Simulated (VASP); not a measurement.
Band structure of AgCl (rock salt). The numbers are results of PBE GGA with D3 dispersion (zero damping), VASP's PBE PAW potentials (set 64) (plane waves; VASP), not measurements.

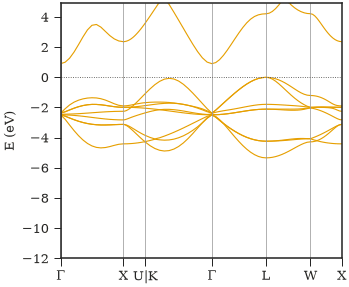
Bands along high-symmetry lines, zero at the valence-band maximum or, without a gap, the Fermi level

Task: Read the plot: is there a gap, and where are the band edges?

Result: The gap is indirect, 0.91 eV, from the valence maximum at L to the conduction minimum at Γ. (Edges off the drawn lines would not show.)

The compound is AgCl in the rock salt structure. It was relaxed first.
